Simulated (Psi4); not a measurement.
# Si2H4ClF (SMILES F[SiH]([SiH3])Cl) at 3 levels

Wanted: a comparison of 3 runs (HF/def2-SVP, MP2/def2-SVP, CCSD/def2-SVP) of Si2H4ClF. 

The results are computed with Psi4 1.11.

## 1. Starting point

Si2H4ClF: 8 atoms, total charge 0, spin state singlet. SMILES: `F[SiH]([SiH3])Cl`. One bond was lengthened or shortened from a relaxed shape.

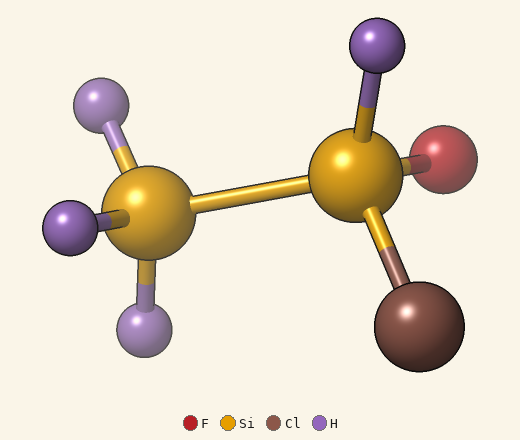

Viewed from a chosen angle; fluorine red, silicon amber, chlorine brown, hydrogen purple.

## 2. A single-point energy at HF/def2-SVP (run 1)

The input, calc.in:

```
memory 1.6 GB

molecule geom {
  0 1
  F     -1.475946     1.670392     0.269905
  Si    -0.529846     0.686392    -0.558995
  Si     0.392054    -0.919408     0.870005
  Cl    -1.681046    -0.256508    -1.967195
  H      0.596600     1.655400    -1.392300
  H      1.208754    -0.257508     1.921005
  H      1.256554    -1.820208     0.064305
  H     -0.703546    -1.700508     1.498305
  symmetry c1
}

set basis def2-SVP
set reference rhf
set puream true
set e_convergence 1e-09
set d_convergence 1e-08
set scf_type pk

e_tot = energy('scf')
```

Command:

```sh
psi4 calc.in calc.out -n 1
```

calc.out:

```text
[...]
  Running in c1 symmetry.
[...]
  Nuclear repulsion =  275.122489820201224
[...]
  Multiplicity = 1
[...]
  Nalpha       = 29
  Nbeta        = 29
[...]
    Number of basis functions: 88
[...]
   @RHF iter   1: -1138.74704357785640   -7.15494e-01   3.68750e-03 DIIS/ADIIS
[...]
   @RHF iter  11: -1138.81115356304667   -4.09273e-12   3.04879e-09 DIIS
[...]
    Orbital Energies [Eh]
    ---------------------
    Doubly Occupied:
       1A   -104.799705     2A    -68.858916     3A    -68.770688
       4A    -26.295256     5A    -10.564482     6A     -8.038944
       7A     -8.036405     8A     -8.036328     9A     -6.219928
      10A     -6.145888    11A     -4.331862    12A     -4.330321
      13A     -4.328506    14A     -4.255881    15A     -4.255597
      16A     -4.255576    17A     -1.578523    18A     -1.109299
      19A     -0.786209    20A     -0.736067    21A     -0.683757
      22A     -0.682277    23A     -0.617091    24A     -0.521368
      25A     -0.508488    26A     -0.498482    27A     -0.495108
      28A     -0.475337    29A     -0.411621
[...]
  @RHF Final Energy: -1138.81115356304667
   => Energetics <=
    Nuclear Repulsion Energy =            275.1224898202012241
    One-Electron Energy =               -2126.6114669349531141
    Two-Electron Energy =                 712.6778235517051598
    Total Energy =                      -1138.8111535630466733
[...]
 Multipole Moments:
 ------------------------------------------------------------------------------------
     Multipole            Electronic (a.u.)      Nuclear  (a.u.)        Total (a.u.)
 ------------------------------------------------------------------------------------
 L = 1.  Multiply by 2.5417464519 to convert [e a0] to [Debye]
 Dipole X            :         -6.0348421            6.6383297            0.6034875
 Dipole Y            :          3.2385668           -3.5756193           -0.3370524
 Dipole Z            :         -4.1519392            4.4109033            0.2589641
 Magnitude           :                                                    0.7381490
[...]
```

Run time: 1.9 s. Hardware: 1 thread of AMD EPYC 9R45 (Zen 5), shared host; peak memory 0.3 GiB.

## 3. The energy at MP2/def2-SVP (run 2)

The input, run.py:

```python
import numpy as np
from ase.calculators.psi4 import Psi4
from ase import Atoms

mol = Atoms(['F', 'Si', 'Si', 'Cl', 'H', 'H', 'H', 'H'], positions=[
    [-1.475946, 1.670392, 0.269905],
    [-0.529846, 0.686392, -0.558995],
    [0.392054, -0.919408, 0.870005],
    [-1.681046, -0.256508, -1.967195],
    [0.596600, 1.655400, -1.392300],
    [1.208754, -0.257508, 1.921005],
    [1.256554, -1.820208, 0.064305],
    [-0.703546, -1.700508, 1.498305],
])
calc = Psi4(atoms=mol, method='mp2', basis='def2-SVP', memory='1600MB', num_threads=1, charge=0, multiplicity=1, label='clfh4si2')
calc.psi4.set_options({'puream': True, 'e_convergence': 1e-09, 'd_convergence': 1e-08, 'scf_type': 'pk', 'num_frozen_docc': 16, 'mp2_type': 'conv'})
mol.calc = calc

print(f'energy: {mol.get_potential_energy():.6f} eV')
```

Command:

```sh
python run.py
```

clfh4si2.dat:

```text
[...]
  Running in c1 symmetry.
[...]
  Nuclear repulsion =  275.122489820201224
[...]
  Multiplicity = 1
[...]
  Nalpha       = 29
  Nbeta        = 29
[...]
    Number of basis functions: 88
[...]
   @RHF iter   1: -1138.74704357785663   -7.15494e-01   3.68750e-03 ADIIS/DIIS
[...]
   @RHF iter  11: -1138.81115356304667   -3.86535e-12   3.04879e-09 DIIS
[...]
    Orbital Energies [Eh]
    ---------------------
    Doubly Occupied:
       1A   -104.799705     2A    -68.858916     3A    -68.770688
       4A    -26.295256     5A    -10.564482     6A     -8.038944
       7A     -8.036405     8A     -8.036328     9A     -6.219928
      10A     -6.145888    11A     -4.331862    12A     -4.330321
      13A     -4.328506    14A     -4.255881    15A     -4.255597
      16A     -4.255576    17A     -1.578523    18A     -1.109299
      19A     -0.786209    20A     -0.736067    21A     -0.683757
      22A     -0.682277    23A     -0.617091    24A     -0.521368
      25A     -0.508488    26A     -0.498482    27A     -0.495108
      28A     -0.475337    29A     -0.411621
[...]
  @RHF Final Energy: -1138.81115356304667
   => Energetics <=
    Nuclear Repulsion Energy =            275.1224898202012241
    One-Electron Energy =               -2126.6114669349540236
    Two-Electron Energy =                 712.6778235517058420
    Total Energy =                      -1138.8111535630469007
[...]
 Multipole Moments:
 ------------------------------------------------------------------------------------
     Multipole            Electronic (a.u.)      Nuclear  (a.u.)        Total (a.u.)
 ------------------------------------------------------------------------------------
 L = 1.  Multiply by 2.5417464519 to convert [e a0] to [Debye]
 Dipole X            :         -6.0348421            6.6383297            0.6034875
 Dipole Y            :          3.2385668           -3.5756193           -0.3370524
 Dipole Z            :         -4.1519392            4.4109033            0.2589641
 Magnitude           :                                                    0.7381490
[...]
	SCS-MP2 Total Energy (a.u.)        : -1139.32291161744411
	SOS-MP2 Total Energy (a.u.)        : -1139.28273374409150
	SCSN-MP2 Total Energy (a.u.)       : -1139.02329273434748
[...]
	SOS-PI-MP2 Total Energy (a.u.)     : -1139.36133044093231
[...]
	MP2 Total Energy (a.u.)            : -1139.32467066730783
[...]
```

Standard output:

```text
energy: -31002.603421 eV
```

Wall time 3.3 s (1 thread of AMD EPYC 9R45 (Zen 5), shared host); peak memory 0.45 GiB.

## 4. The energy at CCSD/def2-SVP (run 3)

The input, clfh4si2.json:

```json
{
 "schema_name": "qcschema_input",
 "schema_version": 1,
 "molecule": {
  "schema_name": "qcschema_molecule",
  "schema_version": 2,
  "symbols": ["F", "Si", "Si", "Cl", "H", "H", "H", "H"],
  "geometry": [-2.78913371, 3.1565834, 0.51004653, -1.00126383, 1.29709289, -1.05634746, 0.74087469, -1.73742932, 1.64407118, -3.17671654, -0.48472987, -3.71745978, 1.12741061, 3.12825263, -2.63106568, 2.28421401, -0.48661959, 3.63017333, 2.37454292, -3.43969461, 0.12151884, -1.32950926, -3.21349439, 2.8313861],
  "molecular_charge": 0,
  "molecular_multiplicity": 1,
  "fix_symmetry": "c1",
  "fix_com": true,
  "fix_orientation": true
 },
 "driver": "energy",
 "model": {
  "method": "ccsd",
  "basis": "def2-SVP"
 },
 "keywords": {
  "puream": true,
  "e_convergence": 1e-09,
  "d_convergence": 1e-08,
  "scf_type": "pk",
  "num_frozen_docc": 16
 }
}
```

Command:

```sh
psi4 --qcschema clfh4si2.json -n 1 --memory 1600MB
```

stdout:

```text
[...]
  Running in c1 symmetry.
[...]
  Nuclear repulsion =  275.122490039934860
[...]
  Multiplicity = 1
[...]
  Nalpha       = 29
  Nbeta        = 29
[...]
    Number of basis functions: 88
[...]
   @RHF iter   1: -1138.74704357783116   -7.15494e-01   3.68750e-03 DIIS/ADIIS
[...]
   @RHF iter  11: -1138.81115356288615   -3.63798e-12   3.04879e-09 DIIS
[...]
    Orbital Energies [Eh]
    ---------------------
    Doubly Occupied:
       1A   -104.799705     2A    -68.858916     3A    -68.770688
       4A    -26.295256     5A    -10.564482     6A     -8.038944
       7A     -8.036405     8A     -8.036328     9A     -6.219928
      10A     -6.145888    11A     -4.331862    12A     -4.330321
      13A     -4.328506    14A     -4.255881    15A     -4.255597
      16A     -4.255576    17A     -1.578523    18A     -1.109299
      19A     -0.786209    20A     -0.736067    21A     -0.683757
      22A     -0.682277    23A     -0.617091    24A     -0.521368
      25A     -0.508488    26A     -0.498482    27A     -0.495108
      28A     -0.475337    29A     -0.411621
[...]
  @RHF Final Energy: -1138.81115356288615
   => Energetics <=
    Nuclear Repulsion Energy =            275.1224900399348599
    One-Electron Energy =               -2126.6114673755610056
    Two-Electron Energy =                 712.6778237727401120
    Total Energy =                      -1138.8111535628861475
[...]
 Multipole Moments:
 ------------------------------------------------------------------------------------
     Multipole            Electronic (a.u.)      Nuclear  (a.u.)        Total (a.u.)
 ------------------------------------------------------------------------------------
 L = 1.  Multiply by 2.5417464519 to convert [e a0] to [Debye]
 Dipole X            :         78.8986618          -78.2951743            0.6034875
 Dipole Y            :        -10.3296293            9.9925768           -0.3370524
 Dipole Z            :         46.6852170          -46.4262528            0.2589641
 Magnitude           :                                                    0.7381490
[...]
      * MP2 total energy                      = -1139.324670667173450
[...]
      * CCSD total energy                     = -1139.374169823455077
[...]
```

The result, in JSON:

```text
{
 "driver": "energy",
 "model": {
  "method": "ccsd",
  "basis": "def2-SVP"
 },
 "success": true,
 "return_result": -1139.374169823455,
 "properties": {
  "calcinfo_nbasis": 88,
  "calcinfo_nmo": 88,
  "calcinfo_nalpha": 29,
  "calcinfo_nbeta": 29,
  "calcinfo_natom": 8,
  "nuclear_repulsion_energy": 275.12249003993486,
  "return_energy": -1139.374169823455,
  "scf_one_electron_energy": -2126.611467375561,
  "scf_two_electron_energy": 712.6778237727401,
  "scf_dipole_moment": [0.603487539995001, -0.3370524370550996, 0.25896413485175174],
  "scf_total_energy": -1138.8111535628861,
  "scf_iterations": 11,
  "mp2_same_spin_correlation_energy": -0.12053362008528806,
  "mp2_opposite_spin_correlation_energy": -0.39298348420095025,
  "mp2_singles_energy": -4.734970709595609e-28,
  "mp2_doubles_energy": -0.5135171042862383,
  "mp2_correlation_energy": -0.5135171042862383,
  "mp2_total_energy": -1139.3246706671735,
  "ccsd_same_spin_correlation_energy": -0.11369906804248547,
  "ccsd_opposite_spin_correlation_energy": -0.4493171925254151,
  "ccsd_singles_energy": 0.0,
  "ccsd_doubles_energy": -0.5630162605679006,
  "ccsd_correlation_energy": -0.5630162605679007,
  "ccsd_total_energy": -1139.374169823455,
  "ccsd_iterations": 16
 }
}
```

Run time: 12 s. Hardware: 1 thread of AMD EPYC 9R45 (Zen 5), shared host; peak memory 0.53 GiB.

## 5. All runs side by side

| run | level | frozen core orbitals | mp2 type | energy (Eh) | HOMO energy (eV) | LUMO energy (eV) | HOMO–LUMO gap (eV) | wall time |
| --- | --- | --- | --- | --- | --- | --- | --- | --- |
| 1 | HF/def2-SVP | 0 | – | -1138.811154 | -11.20 | 2.98 | 14.18 | 1.9 s |
| 2 | MP2/def2-SVP | 16 | conv | -1139.324671 | -11.20 | 2.98 | 14.18 | 3.3 s |
| 3 | CCSD/def2-SVP | 16 | – | -1139.374170 | -11.20 | 2.98 | 14.18 | 12 s |

## 6. Summary of results

```
                                           quantity           value
                                run 3: total energy  -1139.37417 Eh
         run 3: HOMO energy (Hartree–Fock orbitals)       -11.20 eV
         run 3: LUMO energy (Hartree–Fock orbitals)         2.98 eV
       run 3: HOMO–LUMO gap (Hartree–Fock orbitals)        14.18 eV
run 3: correlation energy (16 core orbitals frozen)      -563.0 mEh
                               run 3: T1 diagnostic           0.012
```

Below the HF energy at the same shape and in the same basis (def2-SVP): MP2 -513.5 mEh; CCSD -563.0 mEh. All runs together took 17 s, the longest 12 s.
